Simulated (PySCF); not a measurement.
# C₄H₁₀Cl₃NTi: what the fields show

The calculation's input:

```
{"job": {"kind": "uv", "xc": "CAM-B3LYP", "basis": "def2-SVPD", "ip": false, "nstates": 15}, "charge": 0, "multiplicity": 1}
Ti     0.520579     0.654451    -1.731452
N      0.340571     0.223374     0.032487
C      0.411344    -1.117223     0.596806
C      0.778926    -2.219556    -0.378337
C     -0.086511     1.244308     0.990551
C     -1.598939     1.348188     1.113580
H     -0.567204    -1.349922     1.056915
H      1.148382    -1.093328     1.421800
H      0.047848    -2.297819    -1.196466
H      1.774931    -2.062071    -0.814856
H      0.787775    -3.182458     0.152498
H      0.370773     1.001089     1.966550
H      0.327630     2.216809     0.688411
H     -2.041175     1.662551     0.156111
H     -2.053313     0.388154     1.400237
H     -1.870334     2.092934     1.876488
Cl     2.491606     0.016784    -2.463595
Cl     0.276208     2.814204    -1.988495
Cl    -1.121868    -0.347009    -2.794623
```

Launched as:

```sh
OMP_NUM_THREADS=2 python probes_run.py task.json out
```

Geometry: PBE0-D3(BJ)/def2-SVP.

All numbers below come from PySCF 2.14.0, CAM-B3LYP/def2-SVPD, SCF density, gas phase.

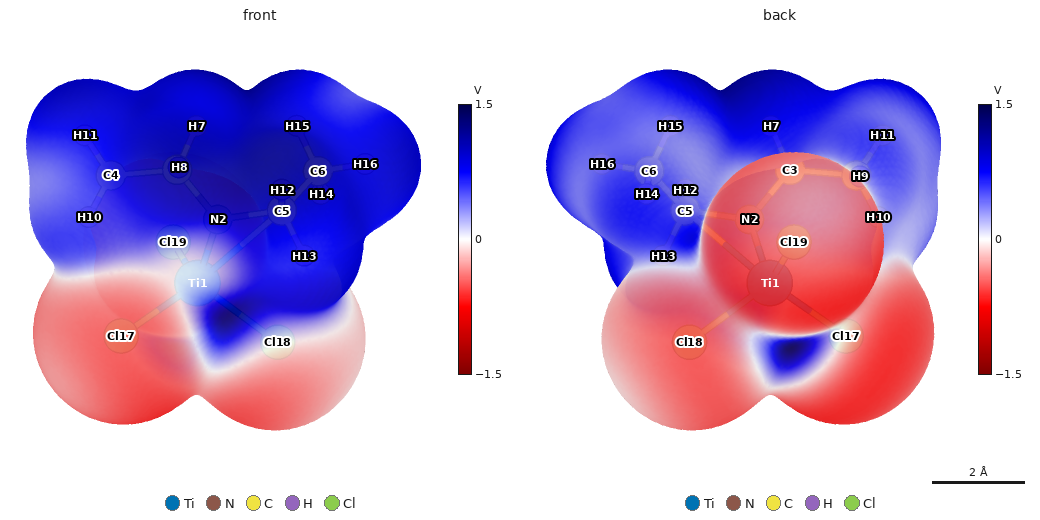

Figure 1. The electrostatic potential painted on the density surface at 0.002 e/bohr³, seen from the front and from behind; red is negative and blue positive.

Q: Which sites attract a positive test charge, and which a negative one?

A: A positive charge is drawn to the negative regions and a negative charge to the positive ones. The most negative region (about −0.7 V) lies over Cl17 and Cl19, the most positive (about +1.2 V) over the H and Ti atoms.

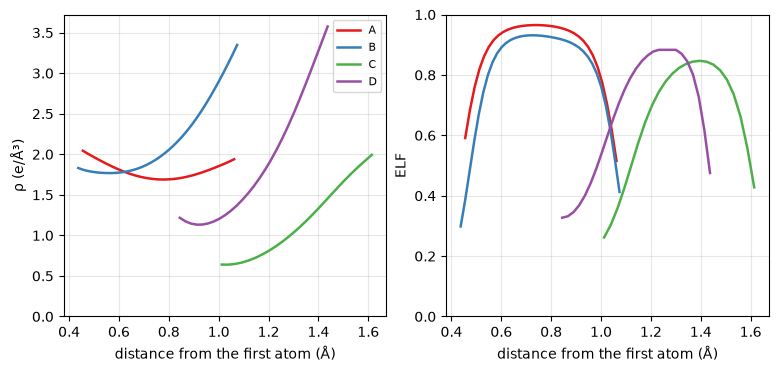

Figure 2. Total electron density and electron localisation function along straight lines between neighbouring atoms. The curves leave out the atomic cores.

Q: Which curve belongs to which contact (C–C, C–N, Ti–Cl and Ti–N)? The first atom named is at distance zero.

A: Curve A: C–C (1.52 Å): ρ at the midpoint is about 1.7 e/Å³; the ELF peaks at about 0.95 between the atoms: a shared electron pair. Curve B: C–N (1.46 Å): ρ at the midpoint is about 1.9 e/Å³; the ELF peaks at about 0.95 between the atoms: localised, covalent bonding. Curve C: Ti–Cl (2.19 Å): ρ at the midpoint is about 0.67 e/Å³; the ELF peaks at about 0.85 in the valence shell of Cl, 0.8 Å from its nucleus, and is about 0.45 at the midpoint. Curve D: Ti–N (1.82 Å): the density is about 1.1 e/Å³ at the midpoint; the ELF peaks at about 0.90 in the valence shell of N, 0.6 Å from its nucleus, and is about 0.35 at the midpoint.
